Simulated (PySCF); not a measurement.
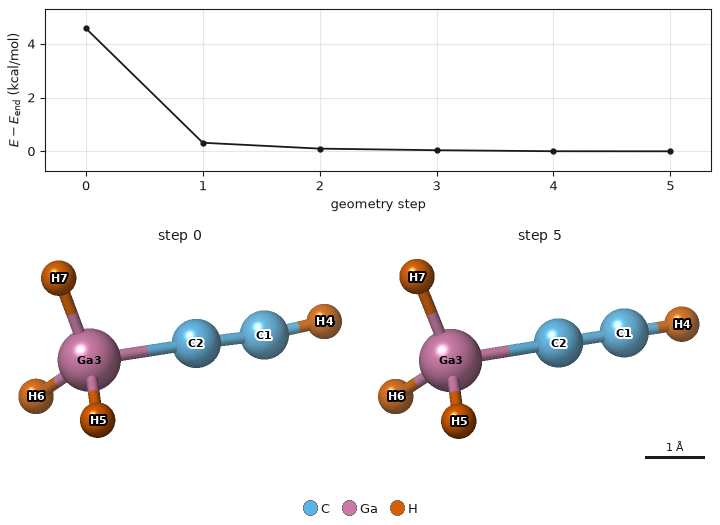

First and last geometry of a relaxation of C$_{2}$H$_{4}$Ga (charge −1), with the history of the run. The picture is a ball-and-stick view, seen at a tilt.

The start comes from UFF. Its atoms were then displaced at random by about 0.03 Å.

These are results of PBE0-D3(BJ)/def2-SVP geometry optimisation, gas phase in PySCF, not measurements. 

### What do the curves and the structures tell?

It converged. The energy falls by 4.57 kcal/mol in 5 geometry steps. The atom that moves furthest after the best rigid fit is H4 (0.065 Å). Largest moves by element: H 0.065 Å, C 0.054 Å, Ga 0.025 Å. Near-neighbour distances that change, for instance: C1–C2 1.281 → 1.226 Å, Ga3–H7 1.561 → 1.615 Å, Ga3–H6 1.574 → 1.614 Å, Ga3–H5 1.584 → 1.614 Å. Bond angles that change, for instance: C2–C1–H4 172.5° → 179.9°.

```csv
step,"E − E(0), kcal/mol"
0,0.00
1,-4.25
2,-4.47
3,-4.53
4,-4.57
5,-4.57
```

Limits of the set-up: the basis has no diffuse functions, which an anion needs.
